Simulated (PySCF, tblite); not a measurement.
# C₂H₉F₃OSi₃: geometry, infrared bands and NMR shifts

Wanted: the infrared bands and NMR shifts of C₂H₉F₃OSi₃ (`F[SiH2]C(F)(F)OC([SiH3])[SiH3]`), by calculation.

Programs: tblite 0.8.0 and PySCF 2.14.0, with density-fitted response routines of our own. Each step states its level of theory. These are calculated values for one molecule in the gas phase, unless marked as measured. Atoms count from 0, in the outputs and in this text.

## 1. The molecule as given

18 atoms, charge 0, multiplicity 1; geometry from: force field or distance geometry start.

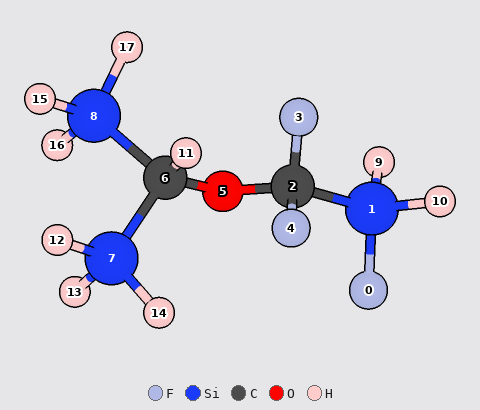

The starting geometry (fluorine light blue, silicon blue, carbon dark grey, oxygen red, hydrogen pink), atoms numbered.

## 2. Optimising the geometry with GFN2-xTB

The job: settings as JSON, then the geometry in Å.

```
{"job": {"kind": "relax", "xc": "GFN2-xTB", "basis": "xTB"}, "charge": 0, "multiplicity": 1}
F      3.372000    -1.831500    -0.208500
Si     3.238600    -0.232900    -0.006600
C      1.538600     0.228200     0.578900
F      1.483900     1.589800     0.759300
F      1.291800    -0.328000     1.804500
O      0.409000    -0.097900    -0.269000
C     -0.863700     0.224000     0.332900
Si    -1.887000    -1.252400     0.920800
Si    -2.072900     1.112500    -0.812100
H      3.597700     0.409100    -1.289200
H      4.296000     0.162700     0.978000
H     -0.719700     0.881600     1.198700
H     -3.131900    -0.815500     1.630700
H     -2.258400    -2.149200    -0.217600
H     -1.106100    -2.055900     1.883100
H     -3.314000     1.526000    -0.078200
H     -2.442300     0.284600    -1.985300
H     -1.440400     2.351100    -1.325100
```

Run with:

```
$ OMP_NUM_THREADS=1 python probes_run.py task.json out
```

This one command runs all jobs of the session in turn.

**Question.** This job is followed by: GFN2-xTB harmonic vibrations, gas phase; GIAO PBE0/pcSseg-1 NMR shielding, non-relativistic, gas phase. What will the session give for the following? strongest single infrared mode (GFN2-xTB); zero-point energy (GFN2-xTB); 13C shifts against TMS (PBE0/pcSseg-1); 1H shifts against TMS (PBE0/pcSseg-1, means over atoms taken as alike); 19F shifts against CFCl3 (PBE0/pcSseg-1, means over atoms taken as alike); 29Si shifts against TMS (PBE0/pcSseg-1, means over atoms taken as alike); 17O shifts against H2O (PBE0/pcSseg-1); surface potential, least and greatest.

As calculated:

| quantity | value |
| --- | --- |
| strongest single infrared mode (GFN2-xTB) | 770 cm⁻¹, 617 km/mol |
| zero-point energy (GFN2-xTB) | 61.6 kcal/mol |
| 13C shifts against TMS (PBE0/pcSseg-1) | 133.2, 53.5 ppm |
| 1H shifts against TMS (PBE0/pcSseg-1, means over atoms taken as alike) | 4.93, 4.82, 4.14 ppm |
| 19F shifts against CFCl3 (PBE0/pcSseg-1, means over atoms taken as alike) | -92.3, -227.6 ppm |
| 29Si shifts against TMS (PBE0/pcSseg-1, means over atoms taken as alike) | -13.4, -67.5 ppm |
| 17O shifts against H2O (PBE0/pcSseg-1) | 105.6 ppm |
| surface potential, least and greatest | -0.96 V and 1.63 V |

In words: The optimisation took 83 steps and gained 0.707 eV; among the close pairs (by a distance rule), C2–O5 changed most, from 1.450 to 1.327 Å. No mode is imaginary among the 48: a minimum at this level. GFN2-xTB is a fitted tight-binding method: band positions and strengths are rough. Its intensities can rank the bands wrongly. At PBE0/pcSseg-1: The widest tensor belongs to F3, F4: span 208 ppm, with a paramagnetic part of -214 ppm.
